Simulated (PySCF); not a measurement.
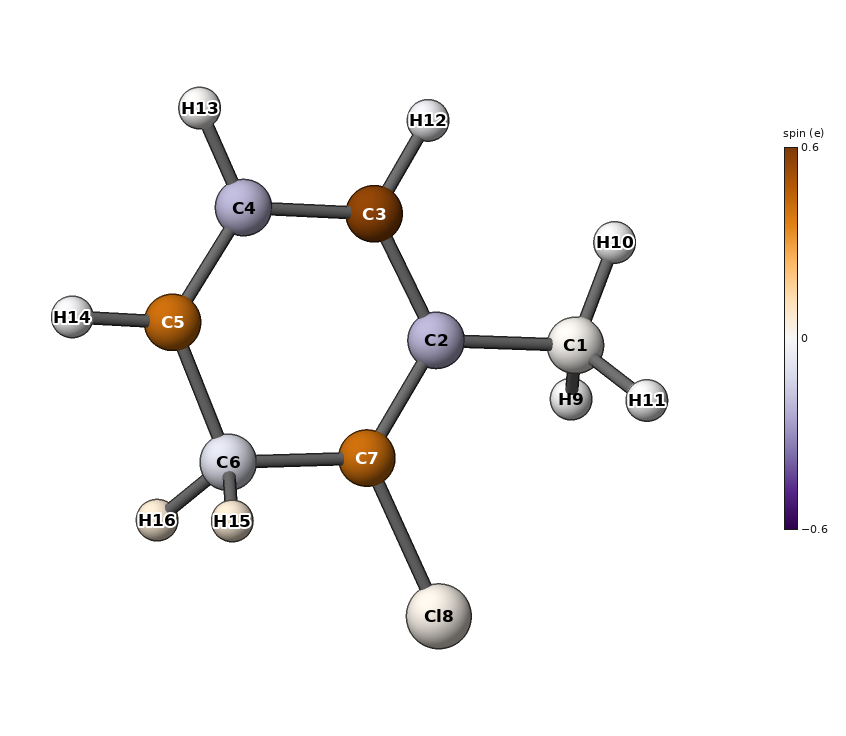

Atoms are coloured by their Mulliken spin populations. State: neutral, doublet. Computed geometry: GFN2-xTB optimisation. No frequency run is at hand to confirm it as a minimum. Level of theory: UKS B3LYP, pcH-1 on C Cl H, non-relativistic (PySCF 2.14.0).

Which atom carries the largest spin population?

C3 (0.55 e).

Which atom has the lowest spin population?

C2 (−0.21 e); a negative value comes from spin polarisation.

List the Mulliken spin populations.

| atom | value (e) |
| --- | --- |
| C1 | 0.01 |
| C2 | −0.21 |
| C3 | 0.55 |
| C4 | −0.20 |
| C5 | 0.41 |
| C6 | −0.08 |
| C7 | 0.41 |
| Cl8 | 0.03 |
| H9 | −0.01 |
| H10 | 0.00 |
| H11 | −0.01 |
| H12 | −0.02 |
| H13 | 0.01 |
| H14 | −0.02 |
| H15 | 0.06 |
| H16 | 0.06 |

Mulliken values depend strongly on the basis set.
